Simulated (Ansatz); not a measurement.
**Molecular dynamics of TaCl₄F (part 1 of 3)**

TaCl₄F, computed with RHF/def2-SVP (Ansatz 0.2.0).

It belongs to a series of runs on one base structure; here: dynamics from the last frame of an earlier run.

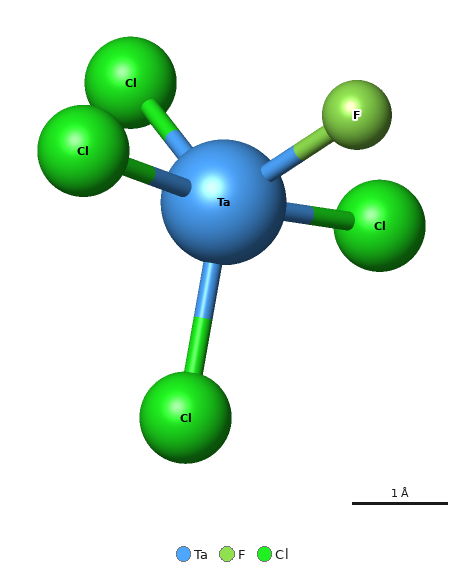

**Figure 1.** The structure as given in the input (ball-and-stick view, seen at a tilt). Sticks mark near contacts.

Summary

```tsv
quantity	value
outcome	finished
mean temperature over the second half	426 K
trajectory	166 steps, 166 fs
ensemble	nvt_nose_hoover
temperature in the input	400.0 K
time step	1.0 fs
potential energy (last step)	−54244.5276 eV
mean-field energy (last step)	−54244.5276 eV
largest force (length of the vector) (last step)	2.947 eV/Å
hardware	2 threads of Intel Xeon @ 2.50GHz (Skylake/Cascade Lake), 32 GiB of memory available, shared host
wall time	12 min (CPU time 22 min)
peak memory	0.32 GiB
```

So short a trajectory is not equilibrated.

The input
```yaml
crystal:
  periodic: [false, false, false]
  atoms:
    - { symbol: Ta, position_ang: [-0.056542, -0.033233, 0.043044] }
    - { symbol: F, position_ang: [1.914943, 0.065288, -0.040012] }
    - { symbol: Cl, position_ang: [0.151914, -0.004376, 2.365182] }
    - { symbol: Cl, position_ang: [0.010337, 0.142362, -2.302088] }
    - { symbol: Cl, position_ang: [-1.177918, 1.994609, -0.229729] }
    - { symbol: Cl, position_ang: [-1.256319, -1.997952, -0.031633] }
basis:
  gaussian: { orbitals: def2-SVP }
hamiltonian:
  xc: hf
md:
  timestep: 1.0
  n_steps: 166
  ensemble: nvt_nose_hoover
  temperature: 400.0
  initial_velocities: maxwell_boltzmann
  seed: 236548
  nose_hoover: { tau: 100.0, chain_length: 5 }
```

Run as:
```bash
ansatz run input.yaml --threads 2 --pin off --max-ram 3072MiB --backend cpu --events-out ev --progress --plain --runs-dir out
```

The program's output
```
Engine: ansatz 0.2.0, x86_64-unknown-linux-gnu
Functional definition: HF
  exchange = exact_x
  correlation = 0
1177 factors; integrals over basis functions are off by at most 2.4e-4 eV
mean field evaluation 1: about -54236.8121 eV, gradient 5.3e1 eV
mean field evaluation 2: about -54236.9966 eV, gradient 5.3e1 eV
mean field evaluation 4: about -54244.1392 eV, gradient 2.9e0 eV
mean field evaluation 8: about -54244.1999 eV, gradient 5.0e-1 eV
mean field -54244.20186094 eV, -1993.4376503491 hartree, gradient 1.5e-5 eV, S^2 0.000000; 0 other end points of the search recorded, 0 dependent functions left out
the calculation of the forces begins
reference -54244.20186094 eV, -1993.4376503491 hartree; 45, 45 occupied and 73, 73 virtual orbitals, 1177 factors
md step     0: t =     0.00 fs  T =   400.0 K  F+E_penalty+E_count = -54244.20186094 eV  E_kin = 0.206816 eV  conserved = -54243.99504495 eV  (40 SCF iters)
these checks for a lower state are left out or cut short: starts, cluster_reference, orbital_swaps, neighbouring_geometries, increment
1177 factors; integrals over basis functions are off by at most 2.4e-4 eV
mean field evaluation 16: about -54243.9059 eV, gradient 2.1e-2 eV
mean field -54244.22409419 eV, -1993.4384674057 hartree, gradient 1.7e-5 eV, S^2 0.000000; 0 other end points of the search recorded, 0 dependent functions left out
the calculation of the forces begins
reference -54244.22409419 eV, -1993.4384674057 hartree; 45, 45 occupied and 73, 73 virtual orbitals, 1177 factors
md step     1: t =     1.00 fs  T =   442.9 K  F+E_penalty+E_count = -54244.22409419 eV  E_kin = 0.228995 eV  conserved = -54243.99509869 eV  (41 SCF iters)
[... from here on the SCF iterations and repeated set-up lines of each step are left out, up to the last step ...]
md step     2: t =     2.00 fs  T =   494.0 K  F+E_penalty+E_count = -54244.25058593 eV  E_kin = 0.255411 eV  conserved = -54243.99516822 eV  (41 SCF iters)
md step     3: t =     3.00 fs  T =   551.1 K  F+E_penalty+E_count = -54244.28023841 eV  E_kin = 0.284958 eV  conserved = -54243.99525399 eV  (41 SCF iters)
md step     4: t =     4.00 fs  T =   611.7 K  F+E_penalty+E_count = -54244.31171088 eV  E_kin = 0.316284 eV  conserved = -54243.99535555 eV  (41 SCF iters)
md step     5: t =     5.00 fs  T =   672.7 K  F+E_penalty+E_count = -54244.34343324 eV  E_kin = 0.347806 eV  conserved = -54243.99547131 eV  (41 SCF iters)
md step     6: t =     6.00 fs  T =   730.6 K  F+E_penalty+E_count = -54244.37363836 eV  E_kin = 0.377742 eV  conserved = -54243.99559823 eV  (41 SCF iters)
md step     7: t =     7.00 fs  T =   781.7 K  F+E_penalty+E_count = -54244.40042016 eV  E_kin = 0.404174 eV  conserved = -54243.99573080 eV  (41 SCF iters)
md step     8: t =     8.00 fs  T =   822.3 K  F+E_penalty+E_count = -54244.42182707 eV  E_kin = 0.425141 eV  conserved = -54243.99586072 eV  (41 SCF iters)
md step     9: t =     9.00 fs  T =   848.6 K  F+E_penalty+E_count = -54244.43599713 eV  E_kin = 0.438781 eV  conserved = -54243.99597688 eV  (41 SCF iters)
md step    10: t =    10.00 fs  T =   857.8 K  F+E_penalty+E_count = -54244.44133667 eV  E_kin = 0.443511 eV  conserved = -54243.99606515 eV  (41 SCF iters)
md step    11: t =    11.00 fs  T =   847.6 K  F+E_penalty+E_count = -54244.43673812 eV  E_kin = 0.438246 eV  conserved = -54243.99610980 eV  (41 SCF iters)
md step    12: t =    12.00 fs  T =   817.4 K  F+E_penalty+E_count = -54244.42181749 eV  E_kin = 0.422637 eV  conserved = -54243.99609533 eV  (41 SCF iters)
md step    13: t =    13.00 fs  T =   768.4 K  F+E_penalty+E_count = -54244.39713827 eV  E_kin = 0.397288 eV  conserved = -54243.99601041 eV  (41 SCF iters)
md step    14: t =    14.00 fs  T =   703.8 K  F+E_penalty+E_count = -54244.36436816 eV  E_kin = 0.363905 eV  conserved = -54243.99585129 eV  (41 SCF iters)
md step    15: t =    15.00 fs  T =   629.2 K  F+E_penalty+E_count = -54244.32630956 eV  E_kin = 0.325320 eV  conserved = -54243.99562589 eV  (41 SCF iters)
md step    16: t =    16.00 fs  T =   551.8 K  F+E_penalty+E_count = -54244.28674701 eV  E_kin = 0.285324 eV  conserved = -54243.99535710 eV  (41 SCF iters)
md step    17: t =    17.00 fs  T =   480.2 K  F+E_penalty+E_count = -54244.25007861 eV  E_kin = 0.248297 eV  conserved = -54243.99508036 eV  (40 SCF iters)
md step    18: t =    18.00 fs  T =   422.9 K  F+E_penalty+E_count = -54244.22075654 eV  E_kin = 0.218650 eV  conserved = -54243.99483926 eV  (40 SCF iters)
md step    19: t =    19.00 fs  T =   387.1 K  F+E_penalty+E_count = -54244.20261694 eV  E_kin = 0.200162 eV  conserved = -54243.99467606 eV  (41 SCF iters)
md step    20: t =    20.00 fs  T =   377.8 K  F+E_penalty+E_count = -54244.19823716 eV  E_kin = 0.195355 eV  conserved = -54243.99462037 eV  (42 SCF iters)
md step    21: t =    21.00 fs  T =   396.6 K  F+E_penalty+E_count = -54244.20847934 eV  E_kin = 0.205046 eV  conserved = -54243.99468330 eV  (40 SCF iters)
md step    22: t =    22.00 fs  T =   441.4 K  F+E_penalty+E_count = -54244.23233403 eV  E_kin = 0.228202 eV  conserved = -54243.99485238 eV  (40 SCF iters)
md step    23: t =    23.00 fs  T =   507.0 K  F+E_penalty+E_count = -54244.26711351 eV  E_kin = 0.262133 eV  conserved = -54243.99509576 eV  (41 SCF iters)
md step    24: t =    24.00 fs  T =   586.0 K  F+E_penalty+E_count = -54244.30893806 eV  E_kin = 0.302967 eV  conserved = -54243.99537098 eV  (40 SCF iters)
md step    25: t =    25.00 fs  T =   669.8 K  F+E_penalty+E_count = -54244.35338733 eV  E_kin = 0.346298 eV  conserved = -54243.99563544 eV  (41 SCF iters)
md step    26: t =    26.00 fs  T =   750.1 K  F+E_penalty+E_count = -54244.39616094 eV  E_kin = 0.387835 eV  conserved = -54243.99585466 eV  (41 SCF iters)
md step    27: t =    27.00 fs  T =   819.9 K  F+E_penalty+E_count = -54244.43361791 eV  E_kin = 0.423940 eV  conserved = -54243.99600778 eV  (41 SCF iters)
md step    28: t =    28.00 fs  T =   874.2 K  F+E_penalty+E_count = -54244.46311673 eV  E_kin = 0.451971 eV  conserved = -54243.99608801 eV  (41 SCF iters)
md step    29: t =    29.00 fs  T =   909.8 K  F+E_penalty+E_count = -54244.48314354 eV  E_kin = 0.470412 eV  conserved = -54243.99609963 eV  (41 SCF iters)
md step    30: t =    30.00 fs  T =   926.1 K  F+E_penalty+E_count = -54244.49326384 eV  E_kin = 0.478833 eV  conserved = -54243.99605469 eV  (41 SCF iters)
md step    31: t =    31.00 fs  T =   924.0 K  F+E_penalty+E_count = -54244.49395347 eV  E_kin = 0.477721 eV  conserved = -54243.99596827 eV  (40 SCF iters)
md step    32: t =    32.00 fs  T =   905.7 K  F+E_penalty+E_count = -54244.48637226 eV  E_kin = 0.468257 eV  conserved = -54243.99585592 eV  (40 SCF iters)
md step    33: t =    33.00 fs  T =   874.4 K  F+E_penalty+E_count = -54244.47212716 eV  E_kin = 0.452074 eV  conserved = -54243.99573130 eV  (40 SCF iters)
md step    34: t =    34.00 fs  T =   833.7 K  F+E_penalty+E_count = -54244.45305865 eV  E_kin = 0.431043 eV  conserved = -54243.99560518 eV  (40 SCF iters)
md step    35: t =    35.00 fs  T =   787.4 K  F+E_penalty+E_count = -54244.43106697 eV  E_kin = 0.407092 eV  conserved = -54243.99548546 eV  (40 SCF iters)
md step    36: t =    36.00 fs  T =   739.0 K  F+E_penalty+E_count = -54244.40798178 eV  E_kin = 0.382075 eV  conserved = -54243.99537737 eV  (39 SCF iters)
md step    37: t =    37.00 fs  T =   691.8 K  F+E_penalty+E_count = -54244.38547283 eV  E_kin = 0.357678 eV  conserved = -54243.99528410 eV  (41 SCF iters)
md step    38: t =    38.00 fs  T =   648.6 K  F+E_penalty+E_count = -54244.36499397 eV  E_kin = 0.335364 eV  conserved = -54243.99520723 eV  (40 SCF iters)
md step    39: t =    39.00 fs  T =   611.8 K  F+E_penalty+E_count = -54244.34775218 eV  E_kin = 0.316339 eV  conserved = -54243.99514671 eV  (42 SCF iters)
md step    40: t =    40.00 fs  T =   583.2 K  F+E_penalty+E_count = -54244.33469674 eV  E_kin = 0.301540 eV  conserved = -54243.99510297 eV  (40 SCF iters)
md step    41: t =    41.00 fs  T =   564.1 K  F+E_penalty+E_count = -54244.32651601 eV  E_kin = 0.291639 eV  conserved = -54243.99507528 eV  (42 SCF iters)
md step    42: t =    42.00 fs  T =   555.2 K  F+E_penalty+E_count = -54244.32364392 eV  E_kin = 0.287044 eV  conserved = -54243.99506324 eV  (42 SCF iters)
md step    43: t =    43.00 fs  T =   556.8 K  F+E_penalty+E_count = -54244.32626711 eV  E_kin = 0.287913 eV  conserved = -54243.99506616 eV  (42 SCF iters)
md step    44: t =    44.00 fs  T =   568.9 K  F+E_penalty+E_count = -54244.33433361 eV  E_kin = 0.294161 eV  conserved = -54243.99508317 eV  (42 SCF iters)
md step    45: t =    45.00 fs  T =   590.8 K  F+E_penalty+E_count = -54244.34756196 eV  E_kin = 0.305471 eV  conserved = -54243.99511457 eV  (41 SCF iters)
md step    46: t =    46.00 fs  T =   621.4 K  F+E_penalty+E_count = -54244.36544626 eV  E_kin = 0.321302 eV  conserved = -54243.99515976 eV  (41 SCF iters)
md step    47: t =    47.00 fs  T =   659.3 K  F+E_penalty+E_count = -54244.38726422 eV  E_kin = 0.340895 eV  conserved = -54243.99521861 eV  (41 SCF iters)
md step    48: t =    48.00 fs  T =   702.6 K  F+E_penalty+E_count = -54244.41208450 eV  E_kin = 0.363287 eV  conserved = -54243.99529082 eV  (41 SCF iters)
md step    49: t =    49.00 fs  T =   749.1 K  F+E_penalty+E_count = -54244.43877790 eV  E_kin = 0.387320 eV  conserved = -54243.99537564 eV  (41 SCF iters)
md step    50: t =    50.00 fs  T =   796.2 K  F+E_penalty+E_count = -54244.46603528 eV  E_kin = 0.411661 eV  conserved = -54243.99547171 eV  (40 SCF iters)
md step    51: t =    51.00 fs  T =   841.0 K  F+E_penalty+E_count = -54244.49239587 eV  E_kin = 0.434836 eV  conserved = -54243.99557664 eV  (41 SCF iters)
md step    52: t =    52.00 fs  T =   880.5 K  F+E_penalty+E_count = -54244.51629095 eV  E_kin = 0.455275 eV  conserved = -54243.99568657 eV  (41 SCF iters)
md step    53: t =    53.00 fs  T =   911.7 K  F+E_penalty+E_count = -54244.53610875 eV  E_kin = 0.471377 eV  conserved = -54243.99579702 eV  (40 SCF iters)
md step    54: t =    54.00 fs  T =   931.5 K  F+E_penalty+E_count = -54244.55028045 eV  E_kin = 0.481606 eV  conserved = -54243.99590048 eV  (40 SCF iters)
md step    55: t =    55.00 fs  T =   937.3 K  F+E_penalty+E_count = -54244.55739669 eV  E_kin = 0.484604 eV  conserved = -54243.99598800 eV  (41 SCF iters)
md step    56: t =    56.00 fs  T =   927.1 K  F+E_penalty+E_count = -54244.55634708 eV  E_kin = 0.479332 eV  conserved = -54243.99604923 eV  (40 SCF iters)
md step    57: t =    57.00 fs  T =   899.8 K  F+E_penalty+E_count = -54244.54647744 eV  E_kin = 0.465228 eV  conserved = -54243.99607334 eV  (40 SCF iters)
md step    58: t =    58.00 fs  T =   855.5 K  F+E_penalty+E_count = -54244.52774796 eV  E_kin = 0.442353 eV  conserved = -54243.99605051 eV  (40 SCF iters)
md step    59: t =    59.00 fs  T =   795.9 K  F+E_penalty+E_count = -54244.50086750 eV  E_kin = 0.411521 eV  conserved = -54243.99597433 eV  (41 SCF iters)
md step    60: t =    60.00 fs  T =   724.0 K  F+E_penalty+E_count = -54244.46736976 eV  E_kin = 0.374362 eV  conserved = -54243.99584460 eV  (39 SCF iters)
md step    61: t =    61.00 fs  T =   644.6 K  F+E_penalty+E_count = -54244.42959484 eV  E_kin = 0.333285 eV  conserved = -54243.99566906 eV  (40 SCF iters)
md step    62: t =    62.00 fs  T =   563.5 K  F+E_penalty+E_count = -54244.39054694 eV  E_kin = 0.291329 eV  conserved = -54243.99546428 eV  (40 SCF iters)
md step    63: t =    63.00 fs  T =   487.1 K  F+E_penalty+E_count = -54244.35361874 eV  E_kin = 0.251876 eV  conserved = -54243.99525517 eV  (41 SCF iters)
md step    64: t =    64.00 fs  T =   422.1 K  F+E_penalty+E_count = -54244.32219987 eV  E_kin = 0.218261 eV  conserved = -54243.99507069 eV  (41 SCF iters)
md step    65: t =    65.00 fs  T =   373.9 K  F+E_penalty+E_count = -54244.29922752 eV  E_kin = 0.193332 eV  conserved = -54243.99493875 eV  (40 SCF iters)
md step    66: t =    66.00 fs  T =   346.3 K  F+E_penalty+E_count = -54244.28676126 eV  E_kin = 0.179035 eV  conserved = -54243.99488091 eV  (41 SCF iters)
md step    67: t =    67.00 fs  T =   340.6 K  F+E_penalty+E_count = -54244.28567037 eV  E_kin = 0.176120 eV  conserved = -54243.99490578 eV  (41 SCF iters)
md step    68: t =    68.00 fs  T =   355.9 K  F+E_penalty+E_count = -54244.29551094 eV  E_kin = 0.184038 eV  conserved = -54243.99500812 eV  (41 SCF iters)
md step    69: t =    69.00 fs  T =   388.8 K  F+E_penalty+E_count = -54244.31461770 eV  E_kin = 0.201040 eV  conserved = -54243.99517033 eV  (39 SCF iters)
md step    70: t =    70.00 fs  T =   434.1 K  F+E_penalty+E_count = -54244.34038739 eV  E_kin = 0.224467 eV  conserved = -54243.99536639 eV  (39 SCF iters)
md step    71: t =    71.00 fs  T =   485.8 K  F+E_penalty+E_count = -54244.36968632 eV  E_kin = 0.251161 eV  conserved = -54243.99556768 eV  (40 SCF iters)
md step    72: t =    72.00 fs  T =   537.5 K  F+E_penalty+E_count = -54244.39929274 eV  E_kin = 0.277902 eV  conserved = -54243.99574902 eV  (40 SCF iters)
md step    73: t =    73.00 fs  T =   583.7 K  F+E_penalty+E_count = -54244.42628899 eV  E_kin = 0.301796 eV  conserved = -54243.99589234 eV  (40 SCF iters)
md step    74: t =    74.00 fs  T =   620.0 K  F+E_penalty+E_count = -54244.44834658 eV  E_kin = 0.320555 eV  conserved = -54243.99598809 eV  (40 SCF iters)
md step    75: t =    75.00 fs  T =   643.4 K  F+E_penalty+E_count = -54244.46388106 eV  E_kin = 0.332649 eV  conserved = -54243.99603450 eV  (40 SCF iters)
md step    76: t =    76.00 fs  T =   652.4 K  F+E_penalty+E_count = -54244.47208479 eV  E_kin = 0.337334 eV  conserved = -54243.99603596 eV  (39 SCF iters)
md step    77: t =    77.00 fs  T =   647.1 K  F+E_penalty+E_count = -54244.47286420 eV  E_kin = 0.334585 eV  conserved = -54243.99600042 eV  (39 SCF iters)
md step    78: t =    78.00 fs  T =   628.5 K  F+E_penalty+E_count = -54244.46671790 eV  E_kin = 0.324968 eV  conserved = -54243.99593772 eV  (40 SCF iters)
md step    79: t =    79.00 fs  T =   598.6 K  F+E_penalty+E_count = -54244.45458717 eV  E_kin = 0.309489 eV  conserved = -54243.99585767 eV  (40 SCF iters)
md step    80: t =    80.00 fs  T =   559.8 K  F+E_penalty+E_count = -54244.43770505 eV  E_kin = 0.289437 eV  conserved = -54243.99576848 eV  (40 SCF iters)
md step    81: t =    81.00 fs  T =   514.9 K  F+E_penalty+E_count = -54244.41746208 eV  E_kin = 0.266248 eV  conserved = -54243.99567701 eV  (41 SCF iters)
md step    82: t =    82.00 fs  T =   466.9 K  F+E_penalty+E_count = -54244.39529469 eV  E_kin = 0.241387 eV  conserved = -54243.99558849 eV  (40 SCF iters)
md step    83: t =    83.00 fs  T =   418.3 K  F+E_penalty+E_count = -54244.37259963 eV  E_kin = 0.216265 eV  conserved = -54243.99550686 eV  (41 SCF iters)
md step    84: t =    84.00 fs  T =   371.7 K  F+E_penalty+E_count = -54244.35067143 eV  E_kin = 0.192177 eV  conserved = -54243.99543426 eV  (41 SCF iters)
md step    85: t =    85.00 fs  T =   329.3 K  F+E_penalty+E_count = -54244.33066131 eV  E_kin = 0.170257 eV  conserved = -54243.99537220 eV  (41 SCF iters)
md step    86: t =    86.00 fs  T =   292.9 K  F+E_penalty+E_count = -54244.31355053 eV  E_kin = 0.151458 eV  conserved = -54243.99532162 eV  (42 SCF iters)
md step    87: t =    87.00 fs  T =   264.1 K  F+E_penalty+E_count = -54244.30013479 eV  E_kin = 0.136540 eV  conserved = -54243.99528299 eV  (42 SCF iters)
md step    88: t =    88.00 fs  T =   243.8 K  F+E_penalty+E_count = -54244.29101601 eV  E_kin = 0.126057 eV  conserved = -54243.99525655 eV  (42 SCF iters)
md step    89: t =    89.00 fs  T =   232.8 K  F+E_penalty+E_count = -54244.28659855 eV  E_kin = 0.120364 eV  conserved = -54243.99524244 eV  (42 SCF iters)
md step    90: t =    90.00 fs  T =   231.3 K  F+E_penalty+E_count = -54244.28708748 eV  E_kin = 0.119616 eV  conserved = -54243.99524080 eV  (42 SCF iters)
md step    91: t =    91.00 fs  T =   239.4 K  F+E_penalty+E_count = -54244.29248776 eV  E_kin = 0.123765 eV  conserved = -54243.99525183 eV  (42 SCF iters)
md step    92: t =    92.00 fs  T =   256.4 K  F+E_penalty+E_count = -54244.30260388 eV  E_kin = 0.132569 eV  conserved = -54243.99527568 eV  (42 SCF iters)
```
